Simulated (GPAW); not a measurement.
# TiC (Fm-3m): the Ti K absorption edge, part 2 of 4

How does the Ti K edge of TiC (Fm-3m) move when the bonds are compressed or stretched?

GPAW 26.7.0; X-ray absorption from dipole matrix elements to empty bands, plane-wave PAW PBE.

So far. Step 2 (Ground state of the crystal): The mesh shows no gap, so the system is treated as a metal and the core electron is put at the Fermi level (neutral cell).

The database entry behind the starting cell differs from later determinations by our own check (0.1 to 0.3 % short, probably kX units), so it need not match the best structure at ambient conditions.

## 4. Spectrum with XCH, Ti atom 1

The holes are 6.1 Å apart. In GPAW the data set carries the hole's charge, so charge=0 means a charged cell and charge=-1 a neutral one. The excited electron is kept in the cell, where it fills the lowest empty states and screens the hole. After the field has converged, empty bands are computed with the density fixed and the dipole matrix elements are summed.

The absorber has 6 C at 2.16 Å (octahedral, site symmetry m-3m).

Input file xas.py:

```python
import numpy as np
from ase import Atoms
from ase.parallel import parprint, paropen
from gpaw import GPAW, PW, FermiDirac, Mixer, MixerDif, setup_paths
from gpaw.test import gen
setup_paths.insert(0, '.')
gen('Ti', name='fch1s', xcname='PBE', corehole=(1, 0, 1), write_xml=True)
from gpaw.mpi import world
world.barrier()

atoms = Atoms('Ti8C8',
    cell=[[0, 4.3186, 4.3186],
     [4.3186, 0, 4.3186],
     [4.3186, 4.3186, 0]],
    scaled_positions=[[0, 0, 0],
     [0, 0, 0.5],
     [0, 0.5, 0],
     [0.5, 0, 0],
     [0, 0.5, 0.5],
     [0.5, 0, 0.5],
     [0.5, 0.5, 0],
     [0.5, 0.5, 0.5],
     [0.25, 0.25, 0.25],
     [0.25, 0.25, 0.75],
     [0.25, 0.75, 0.25],
     [0.75, 0.25, 0.25],
     [0.25, 0.75, 0.75],
     [0.75, 0.25, 0.75],
     [0.75, 0.75, 0.25],
     [0.75, 0.75, 0.75]],
    pbc=True)
atoms.calc = calc = GPAW(legacy_gpaw=True, mode=PW(430, force_complex_dtype=True), xc='PBE', setups={0: 'fch1s'},
    kpts={'size': (5, 5, 5), 'gamma': True}, occupations=FermiDirac(0.1),
    charge=-1, mixer=Mixer(0.1, 5, 50), maxiter=150,
    convergence={'density': 0.0001, 'eigenstates': 1e-6}, txt='scf.txt')
energy = atoms.get_potential_energy() + calc.get_reference_energy()
ef = calc.get_fermi_level()
out = dict(energy=energy, fermi=ef, forces=atoms.get_forces().tolist())
parprint(f'all-electron energy {energy:.4f} eV, Fermi level {ef:.4f} eV')
ev = np.array([[calc.get_eigenvalues(k, s) for k in range(len(calc.get_ibz_k_points()))] for s in range(calc.get_number_of_spins())])
out['homo'], out['lumo'], out['counts'] = ev[ev < ef].max(), ev[ev > ef].min(), sorted(set((ev < ef).sum((0, 2)).tolist()))
out['filled'] = (ev[:, 0] < ef).sum(1).tolist()

from ase.units import Ha
from gpaw.xas import dipole_matrix_elements
nb = int(calc.get_number_of_electrons() / 2) + 139
top, nb = nb, nb + 8 + nb // 12
nscf = calc.fixed_density(kpts={'size': (7, 7, 7), 'gamma': True}, nbands=nb,
    convergence={'bands': top, 'eigenstates': 5e-3}, maxiter=60, txt='nscf.txt')
cell = atoms.cell.array
ops = [cell.T @ U.T @ np.linalg.inv(cell.T) for U in nscf.wfs.kd.symmetry.op_scc]
E = np.arange(-6, 34, 0.1)
fwhm = np.interp(E, [4, 25], [0.94, 3.5])
Y, X, zero, highest = 0, 0, 1e9, 1e9
for spin in range(nscf.get_number_of_spins()):
    wfs = nscf.wfs
    mine = wfs.bd.get_slice()  # this rank's bands
    A = dipole_matrix_elements(wfs.setups[0])
    eps = np.zeros((wfs.kd.nibzkpts, nb))
    d = np.zeros((3, A.shape[1], wfs.kd.nibzkpts, nb), complex)
    for kpt in wfs.kpt_u:
        if kpt.s == spin and 0 in kpt.P_ani:
            eps[kpt.k, mine] = kpt.eps_n * Ha
            d[:, :, kpt.k, mine] = (kpt.weight * wfs.nspins / 2) ** 0.5 * np.inner(A, kpt.P_ani[0])
    world.sum(eps)
    world.sum(d)
    T = np.einsum('amkn,bmkn->abkn', d, d.conj()).real
    T = sum(np.einsum('ai,ijkn,bj->abkn', R, T, R) for R in ops) / len(ops)
    empty = eps > ef
    zero, highest = min(zero, eps[empty].min()), min(highest, eps[:, top - 1].min())
    lines = [(eps, T, empty)] if spin == 0 else lines + [(eps, T, empty)]
for eps, T, empty in lines:
    f = np.einsum('aakn->akn', T).reshape(3, -1)
    x = eps.ravel() - zero
    w = np.interp(x, E, fwhm) / 2.35482
    g = np.exp(-0.5 * ((E[:, None] - x) / w) ** 2) / (w * (2 * np.pi) ** 0.5)
    Y = Y + (f * empty.ravel()) @ g.T
    X = X + (f * ~empty.ravel()) @ g.T
out.update(E=E.round(2).tolist(), xas=Y.tolist(), xes=X.tolist(), zero=zero, valid=highest - zero, nk=len(eps), nb=nb)
for i in range(0, len(E), 10):
    parprint(f'{E[i]:7.2f}', *(f'{v:10.3e}' for v in Y[:, i]))
import json
with paropen('out.json', 'w') as f:
    json.dump(out, f)
```

Started as:

```sh
$ OMP_NUM_THREADS=1 mpirun -n 4 gpaw python xas.py
```

Numbers of over 12 decimals in the logs are rounded to 6 here.

What it wrote:

```text
Input parameters:
  charge: -1
  convergence: {density: 0.0001,
                eigenstates: 1e-06}
  kpts: {gamma: True,
         size: (5, 5, 5)}
  maxiter: 150
  mixer: {backend: pulay,
          beta: 0.1,
          method: separate,
          nmaxold: 5,
          weight: 50}
  mode: {ecut: 430.0,
         force_complex_dtype: True,
         name: pw}
  occupations: {fixmagmom: False,
                name: fermi-dirac,
                width: 0.1}
  setups: {0: fch1s}
  xc: PBE

Initialize ...

[... PAW data sets ...]

Reference energy: -189017.551332  # eV

Spin-paired calculation

[... convergence settings ...]
Symmetries present (total): 48
  [... symmetry matrices ...]

125 k-points: 5 x 5 x 5 Monkhorst-Pack grid
10 k-points in the irreducible part of the Brillouin zone
       k-points in crystal coordinates                weights
   0:     0.00000000    0.00000000    0.00000000          1/125
   1:     0.20000000    0.20000000    0.00000000          6/125
   2:     0.20000000    0.20000000    0.20000000          8/125
   3:     0.40000000    0.20000000   -0.20000000         24/125
   4:     0.40000000    0.20000000    0.20000000         12/125
   5:     0.40000000    0.40000000   -0.40000000         24/125
   6:     0.40000000    0.40000000   -0.20000000         12/125
   7:     0.40000000    0.40000000    0.00000000          6/125
   8:     0.40000000    0.40000000    0.20000000         24/125
   9:     0.40000000    0.40000000    0.40000000          8/125

Wave functions: Plane wave expansion
  Cutoff energy: 430.000 eV
  Number of coefficients (min, max): 3244, 3287
  Pulay-stress correction: 0.000000 eV/Ang^3 (de/decut=0.000000)
  Using FFTW library
  Wavefunction extrapolation:
    Improved wavefunction reuse through dual PAW basis

Occupation numbers: Fermi-Dirac:
  width: 0.1000  # eV

Eigensolver
   Davidson(niter=2)

Densities:
  Coarse grid: 30*30*30 grid
  Fine grid: 60*60*60 grid
  Total Charge: 0.000000

Density mixing:
  Method: separate
  Backend: pulay
  Linear mixing parameter: 0.1
  old densities: 5
  Width of damping distribution: 1.1
  Damping of long wavelength oscillations: 50

[... Hamiltonian set-up ...]
Number of atoms: 16
Number of atomic orbitals: 136
Number of bands in calculation: 82
Number of valence electrons: 129
Bands to converge: occupied

... initialized

Initializing position-dependent things.

Density initialized from atomic densities
Creating initial wave functions:
  82 bands from LCAO basis set

                           C
                    C
                      C

               C    Ti    C
              Ti   C
               Ti   C
        Ti    C    Ti

            Ti
              Ti
       Ti

Atomic positions and initial magnetic moments

Positions:
   0 Ti     0.000000    0.000000    0.000000    ( 0.0000,  0.0000,  0.0000)
   1 Ti     2.159300    2.159300    0.000000    ( 0.0000,  0.0000,  0.0000)
   2 Ti     2.159300    0.000000    2.159300    ( 0.0000,  0.0000,  0.0000)
   3 Ti     0.000000    2.159300    2.159300    ( 0.0000,  0.0000,  0.0000)
   4 Ti     4.318600    2.159300    2.159300    ( 0.0000,  0.0000,  0.0000)
   5 Ti     2.159300    4.318600    2.159300    ( 0.0000,  0.0000,  0.0000)
   6 Ti     2.159300    2.159300    4.318600    ( 0.0000,  0.0000,  0.0000)
[...]
13 C      4.318600    6.477900    4.318600    ( 0.0000,  0.0000,  0.0000)
  14 C      4.318600    4.318600    6.477900    ( 0.0000,  0.0000,  0.0000)
  15 C      6.477900    6.477900    6.477900    ( 0.0000,  0.0000,  0.0000)

Unit cell:
           periodic     x           y           z      points  spacing
  1. axis:    yes    0.000000    4.318600    4.318600    30     0.1662
  2. axis:    yes    4.318600    0.000000    4.318600    30     0.1662
  3. axis:    yes    4.318600    4.318600    0.000000    30     0.1662

  Lengths:   6.107423   6.107423   6.107423
  Angles:   60.000000  60.000000  60.000000

Effective grid spacing dv^(1/3) = 0.1814

iter:   1  -177.062564
iter:   2  -159.983816   -0.23  -0.93
iter:   3  -156.046492   -0.48  -1.01
iter:   4  -151.276754   +0.16  -1.10
iter:   5  -153.526314   +0.03  -1.50
iter:   6  -157.282957   -0.14  -1.62
iter:   7  -155.878364   -0.77  -1.41
iter:   8  -151.945417   -0.74  -1.40
iter:   9  -151.799668   -1.08  -1.75
iter:  10  -151.719144   -1.24  -1.93
iter:  11  -151.768251   -1.42  -2.27
iter:  12  -151.776608c  -2.19  -2.41
iter:  13  -151.775290c  -2.95  -2.80
iter:  14  -151.771943c  -3.45  -2.89
iter:  15  -151.771962c  -4.14  -3.09
iter:  16  -151.772421c  -4.01  -3.22
iter:  17  -151.771915c  -4.47  -3.43
iter:  18  -151.771917c  -5.00  -3.96
iter:  19  -151.771927c  -5.87  -4.06c
iter:  20  -151.771897c  -5.80  -4.06c
iter:  21  -151.771921c  -6.09c -4.33c

Converged after 21 iterations.

Dipole moment: (0.000000, -0.000000, -0.000000) |e|*Ang

Energy contributions relative to reference atoms: (reference = -189017.551332)

Kinetic:       +139.416798
Potential:     -148.987791
External:        +0.000000
XC:            -142.523823
Entropy (-ST):   -0.118262
Local:           +0.382026
SIC:             +0.000000
--------------------------
Free energy:   -151.831052
Extrapolated:  -151.771921

Showing only first 2 kpts
 Kpt  Band  Eigenvalues  Occupancy
  0    62     10.18730    1.86340
  0    63     10.18730    1.86340
  0    64     10.72160    0.12247
  0    65     10.72160    0.12247

  1    62     10.00545    1.97649
  1    63     10.26137    1.73347
  1    64     10.26138    1.73345
[...]
Fermi level: 10.44861

No gap
No difference between direct/indirect transitions

Forces in eV/Ang:
  0 Ti   -0.00000   -0.00000   -0.00000
  1 Ti    0.00000    0.00000   -0.00000
  2 Ti   -0.00000    0.00000   -0.00000
  3 Ti    0.00000    0.00000   -0.00000
  4 Ti   -0.00000   -0.00000    0.00000
  5 Ti   -0.00000    0.00000    0.00000
  6 Ti    0.00000   -0.00000   -0.00000
[...]
13 C     0.00000    0.50774    0.00000
 14 C     0.00000   -0.00000    0.50774
 15 C    -0.00000   -0.00000    0.00000
Scalar-relativistic atomic PBE calculation for Ti (Titanium, Z=22)
Core hole in 1s state (1s occupation: 1.0)
600 radial gridpoints.
|------------------------------------------------|
|------------------------------------------------|
[... the atom generator's iteration count ...]

Energy contributions:
-------------------------
Kinetic:     +674.447474
XC:           -35.419629
Potential:  -1308.910167
-------------------------
Total:       -669.882321

state      eigenvalue         ekin         rmax
-----------------------------------------------
1s^1.0 :  -188.328446   241.595575        0.045
2s^2.0 :   -22.066272    44.136720        0.261
2p^6.0 :   -19.008306    43.727640        0.209
3s^2.0 :    -2.998602     9.442615        0.829
3p^6.0 :    -2.109826     8.339293        0.841
3d^2.0 :    -0.656112     5.317940        0.856
4s^2.0 :    -0.453889     1.327875        2.530
4p^0.0 :    -0.294989     0.947178        2.971
-----------------------------------------------
(units: Bohr and Hartree)

Generating PAW setup
Kinetic energy of the core from tauc = 595.323382
Cutoffs:
rc(s)=2.400
rc(p)=2.000
rc(d)=2.000
rc(vbar)=1.800
rc(comp)=2.300
rc(nct)=2.400

Kinetic energy of the core states: 592.234858
Charge: 1.0
Core electrons: 9.0
Valence electrons: 12.0
Pseudo-core charge: 0.000000
Shape function alpha=1.890
Pseudo-electron charge 5.313599
state    eigenvalue         norm
--------------------------------
3s(2) :    -2.998602     0.216592
4s(2) :    -0.453889     1.019903
3p(6) :    -2.109826     0.333325
4p(0) :    -0.294989     0.968752
3d(2) :    -0.656112     0.420330
*d    :     0.343888
--------------------------------

Diagonalizing with gridspacing h=0.050

state   all-electron     PAW
-------------------------------
3s:      -2.998602    -2.998884
3p:      -2.109826    -2.110472
3d:      -0.656112    -0.656704
*f:                   -0.028297
-------------------------------
all-electron energy -189169.3233 eV, Fermi level 10.4486 eV
[...]
31.00  5.542e-07  5.542e-07  5.542e-07
  32.00  5.113e-07  5.113e-07  5.113e-07
  33.00  4.875e-07  4.875e-07  4.875e-07
```

Elapsed: 1.9 min, on 4 MPI ranks of Arm Neoverse V2, shared host; peak memory 0.42 GiB; 7.7 min of CPU time.

The Ti K spectrum, Ti atom 1, excited-electron core hole (neutral cell) (energy from the lowest empty level; intensity scaled to a mean of 1 over the first 20 eV):

| E (eV) | intensity |
| --- | --- |
| -2.0 | 0.00 |
| -0.5 | 0.04 |
| 1.0 | 0.14 |
| 2.5 | 0.21 |
| 4.0 | 0.38 |
| 5.5 | 0.52 |
| 7.0 | 0.31 |
| 8.5 | 0.15 |
| 10.0 | 0.60 |
| 11.5 | 1.12 |
| 13.0 | 1.37 |
| 14.5 | 1.97 |
| 16.0 | 1.92 |
| 17.5 | 2.34 |
| 19.0 | 2.04 |
| 20.5 | 1.47 |
| 22.0 | 1.19 |
| 23.5 | 0.96 |
| 25.0 | 0.87 |
| 26.5 | 0.99 |
| 28.0 | 1.37 |
| 29.5 | 1.56 |
| 31.0 | 1.42 |

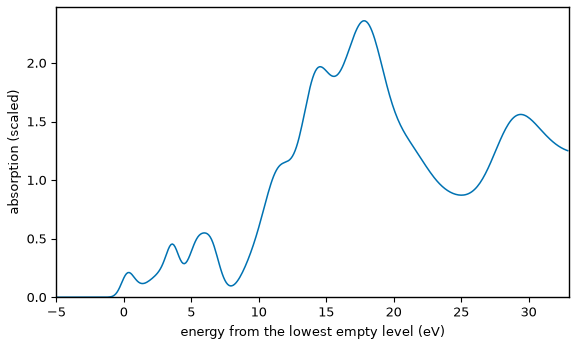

The Ti K edge, Ti atom 1, excited-electron core hole (neutral cell): main maxima at 14.6, 17.8 and 29.4 eV.

Main maxima below 30 eV (height): 0.4 eV (0.21), 3.6 eV (0.45), 6.0 eV (0.55), 14.6 eV (1.97), 17.8 eV (2.36) and 29.4 eV (1.56). A K edge sees empty p states. The weak features of the first eV are p character mixed into the empty d bands; the main 4p edge lies above them.

The total-energy difference is 4983.38 eV. One term is added: -22.82 eV, since the hole is spin-paired here and a spin-polarised one costs that much less in the free atom (computed apart). The photon energy is then 4960.56 eV. The tabulated edge of the element is 4966 eV. The functional leaves an error of a few eV in such absolute values.

## 5. Supercell without a hole, the energy reference

The cell changes for the next run, so it gets a reference energy of its own.

The cell differs from the one that the last finished run ended in (a 6.107 → 5.983 Å, b 6.107 → 5.983 Å, c 6.107 → 5.983 Å).

Input file scf.py:

```python
import numpy as np
from ase import Atoms
from ase.parallel import parprint, paropen
from gpaw import GPAW, PW, FermiDirac, Mixer, MixerDif, setup_paths
from gpaw.test import gen
setup_paths.insert(0, '.')
gen('Ti', name='nch1s', xcname='PBE', corehole=(1, 0, 0), write_xml=True)
from gpaw.mpi import world
world.barrier()

atoms = Atoms('Ti8C8',
    cell=[[0, 4.23044057, 4.23044057],
     [4.23044057, 0, 4.23044057],
     [4.23044057, 4.23044057, 0]],
    scaled_positions=[[0, 0, 0],
     [0, 0, 0.5],
     [0, 0.5, 0],
     [0.5, 0, 0],
     [0, 0.5, 0.5],
     [0.5, 0, 0.5],
     [0.5, 0.5, 0],
     [0.5, 0.5, 0.5],
     [0.25, 0.25, 0.25],
     [0.25, 0.25, 0.75],
     [0.25, 0.75, 0.25],
     [0.75, 0.25, 0.25],
     [0.25, 0.75, 0.75],
     [0.75, 0.25, 0.75],
     [0.75, 0.75, 0.25],
     [0.75, 0.75, 0.75]],
    pbc=True)
atoms.calc = calc = GPAW(legacy_gpaw=True, mode=PW(430, force_complex_dtype=True), xc='PBE', setups={0: 'nch1s'},
    kpts={'size': (5, 5, 5), 'gamma': True}, occupations=FermiDirac(0.1),
    charge=0, mixer=Mixer(0.1, 5, 50), maxiter=150,
    convergence={'density': 0.0001, 'eigenstates': 1e-6}, txt='scf.txt')
energy = atoms.get_potential_energy() + calc.get_reference_energy()
ef = calc.get_fermi_level()
out = dict(energy=energy, fermi=ef, forces=atoms.get_forces().tolist())
parprint(f'all-electron energy {energy:.4f} eV, Fermi level {ef:.4f} eV')
ev = np.array([[calc.get_eigenvalues(k, s) for k in range(len(calc.get_ibz_k_points()))] for s in range(calc.get_number_of_spins())])
out['homo'], out['lumo'], out['counts'] = ev[ev < ef].max(), ev[ev > ef].min(), sorted(set((ev < ef).sum((0, 2)).tolist()))
out['filled'] = (ev[:, 0] < ef).sum(1).tolist()
import json
with paropen('out.json', 'w') as f:
    json.dump(out, f)
```

Started as:

```sh
$ OMP_NUM_THREADS=1 mpirun -n 4 gpaw python scf.py
```

What it wrote:

```text
Input parameters:
  convergence: {density: 0.0001,
                eigenstates: 1e-06}
  kpts: {gamma: True,
         size: (5, 5, 5)}
  maxiter: 150
  mixer: {backend: pulay,
          beta: 0.1,
          method: separate,
          nmaxold: 5,
          weight: 50}
  mode: {ecut: 430.0,
         force_complex_dtype: True,
         name: pw}
  occupations: {fixmagmom: False,
                name: fermi-dirac,
[...]
4s(2) :    -0.164137     0.992018
3p(6) :    -1.428160     0.433832
4p(0) :    -0.053893     0.982293
3d(2) :    -0.156485     0.588344
*d    :     0.843515
--------------------------------

Diagonalizing with gridspacing h=0.050

state   all-electron     PAW
-------------------------------
3s:      -2.301366    -2.301666
3p:      -1.428160    -1.428851
3d:      -0.156485    -0.156983
*f:                    0.063889
-------------------------------
all-electron energy -194151.9009 eV, Fermi level 11.1550 eV
[key lines of the parts left out:]
Converged after 27 iterations.
Dipole moment: (0.000000, 0.000000, 0.000000) |e|*Ang
Free energy:   -138.801122
Fermi level: 11.15495
```

It took 42 s on 4 MPI ranks; peak memory 0.25 GiB; 2.8 min of CPU time.

Reference energy: -194151.901 eV with the cores included.

## 6. Spectrum with XCH, Ti atom 1

Shorter bonds are expected to push antibonding states and scattering resonances up, and longer ones down; the cell is scaled to test that.

Changed against the first core-hole run: volume scale from 1 to 0.94.

xas.py, as its differences from that of step 4:

```diff
@@ -11,5 +11,5 @@
 atoms = Atoms('Ti8C8',
-    cell=[[0, 4.3186, 4.3186],
-     [4.3186, 0, 4.3186],
-     [4.3186, 4.3186, 0]],
+    cell=[[0, 4.23044057, 4.23044057],
+     [4.23044057, 0, 4.23044057],
+     [4.23044057, 4.23044057, 0]],
     scaled_positions=[[0, 0, 0],
@@ -45,3 +45,3 @@
 from gpaw.xas import dipole_matrix_elements
-nb = int(calc.get_number_of_electrons() / 2) + 139
+nb = int(calc.get_number_of_electrons() / 2) + 133
 top, nb = nb, nb + 8 + nb // 12
```

Started as:

```sh
$ OMP_NUM_THREADS=1 mpirun -n 4 gpaw python xas.py
```

What it wrote:

```text
Input parameters:
  charge: -1
  convergence: {density: 0.0001,
                eigenstates: 1e-06}
  kpts: {gamma: True,
         size: (5, 5, 5)}
  maxiter: 150
  mixer: {backend: pulay,
          beta: 0.1,
          method: separate,
          nmaxold: 5,
          weight: 50}
  mode: {ecut: 430.0,
         force_complex_dtype: True,
         name: pw}
  occupations: {fixmagmom: False,
[...]
*d    :     0.343888
--------------------------------

Diagonalizing with gridspacing h=0.050

state   all-electron     PAW
-------------------------------
3s:      -2.998602    -2.998884
3p:      -2.109826    -2.110472
3d:      -0.656112    -0.656704
*f:                   -0.028297
-------------------------------
all-electron energy -189168.7709 eV, Fermi level 11.2730 eV
[...]
32.00  5.548e-07  5.548e-07  5.548e-07
  33.00  5.121e-07  5.121e-07  5.121e-07
[key lines of the parts left out:]
Converged after 30 iterations.
Dipole moment: (0.000000, 0.000000, 0.000000) |e|*Ang
Free energy:   -151.276043
Fermi level: 11.27301
```

It took 1.9 min on 4 MPI ranks; peak memory 0.42 GiB; 7.5 min of CPU time.

| E (eV) | first run | this run |
| --- | --- | --- |
| -2.0 | 0.00 | 0.00 |
| -1.0 | 0.00 | 0.00 |
| 0.0 | 0.16 | 0.18 |
| 1.0 | 0.14 | 0.16 |
| 2.0 | 0.15 | 0.16 |
| 3.0 | 0.32 | 0.28 |
| 4.0 | 0.38 | 0.49 |
| 5.0 | 0.39 | 0.32 |
| 6.0 | 0.55 | 0.57 |
| 7.0 | 0.31 | 0.53 |
| 8.0 | 0.10 | 0.19 |
| 9.0 | 0.26 | 0.18 |
| 10.0 | 0.60 | 0.44 |
| 11.0 | 1.00 | 0.81 |
| 12.0 | 1.15 | 1.14 |
| 13.0 | 1.37 | 1.27 |
| 14.0 | 1.87 | 1.65 |
| 15.0 | 1.93 | 2.00 |
| 16.0 | 1.92 | 1.94 |
| 17.0 | 2.21 | 2.03 |
| 18.0 | 2.35 | 2.30 |
| 19.0 | 2.04 | 2.37 |
| 20.0 | 1.61 | 2.08 |
| 21.0 | 1.37 | 1.71 |
| 22.0 | 1.19 | 1.47 |
| 23.0 | 1.02 | 1.28 |
| 24.0 | 0.91 | 1.09 |
| 25.0 | 0.87 | 0.97 |
| 26.0 | 0.92 | 0.92 |
| 27.0 | 1.10 | 0.94 |
| 28.0 | 1.37 | 1.09 |
| 29.0 | 1.54 | 1.36 |
| 30.0 | 1.53 | 1.58 |
| 31.0 | 1.42 | 1.62 |
| 32.0 | 1.31 | 1.52 |

Against the first run the r.m.s. difference is 15 %. A shift of +0.6 eV leaves 8 %. The highest intensity below 24 eV goes from 17.8 eV (2.36) to 18.7 eV (2.39).

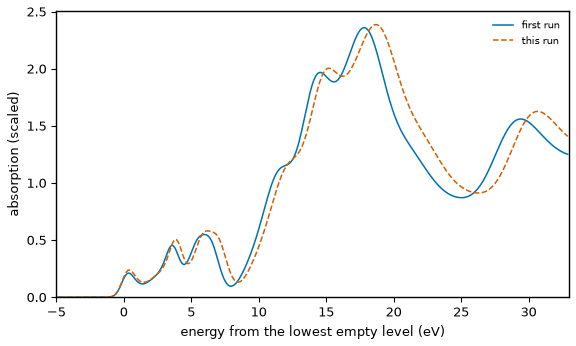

The effect of the change (volume scale from 1 to 0.94).

The photon energy of the zero moves by -0.25 eV.

## 7. Reference energy of the supercell

The cell changes for the next run, so it gets a reference energy of its own.

The cell differs from the one that the last finished run ended in (a 5.983 → 6.046 Å, b 5.983 → 6.046 Å, c 5.983 → 6.046 Å).

scf.py, as its differences from that of step 5:

```diff
@@ -11,5 +11,5 @@
 atoms = Atoms('Ti8C8',
-    cell=[[0, 4.23044057, 4.23044057],
-     [4.23044057, 0, 4.23044057],
-     [4.23044057, 4.23044057, 0]],
+    cell=[[0, 4.2749748, 4.2749748],
+     [4.2749748, 0, 4.2749748],
+     [4.2749748, 4.2749748, 0]],
     scaled_positions=[[0, 0, 0],
```

Started as:

```sh
$ OMP_NUM_THREADS=1 mpirun -n 4 gpaw python scf.py
```

What it wrote:

```text
Input parameters:
  convergence: {density: 0.0001,
                eigenstates: 1e-06}
  kpts: {gamma: True,
         size: (5, 5, 5)}
  maxiter: 150
  mixer: {backend: pulay,
          beta: 0.1,
          method: separate,
          nmaxold: 5,
          weight: 50}
  mode: {ecut: 430.0,
         force_complex_dtype: True,
         name: pw}
  occupations: {fixmagmom: False,
                name: fermi-dirac,
[...]
4s(2) :    -0.164137     0.992018
3p(6) :    -1.428160     0.433832
4p(0) :    -0.053893     0.982293
3d(2) :    -0.156485     0.588344
*d    :     0.843515
--------------------------------

Diagonalizing with gridspacing h=0.050

state   all-electron     PAW
-------------------------------
3s:      -2.301366    -2.301666
3p:      -1.428160    -1.428851
3d:      -0.156485    -0.156983
*f:                    0.063889
-------------------------------
all-electron energy -194152.4389 eV, Fermi level 10.7358 eV
[key lines of the parts left out:]
Converged after 20 iterations.
Dipole moment: (0.000000, 0.000000, 0.000000) |e|*Ang
Free energy:   -139.339827
Fermi level: 10.73578
```

It took 33 s on 4 MPI ranks; peak memory 0.25 GiB.

Reference energy: -194152.439 eV with the cores included.

[end of part 2 of 4]

[Banner, clock and machine lines of the logs are left out without a mark of their own.]

[Logs are printed without paths, hosts, clocks, repeated set-up lines and the standing remarks that a program may print on its own settings, such as how far it seeks lower states.]

[Hosts, paths, dates, database ids (printed as entryN), source tags and the programs' standing remarks are cut or masked in the printed files.]

[Lists of maxima count a maximum above −3 eV only where it reaches 4 % of the highest in the window and stands out from its surroundings by 2 % of it (1.5 % where it reaches 55 %); shoulders and weaker maxima are passed over, and of the rest the first, up to two pre-edge ones and the few strongest are named.]
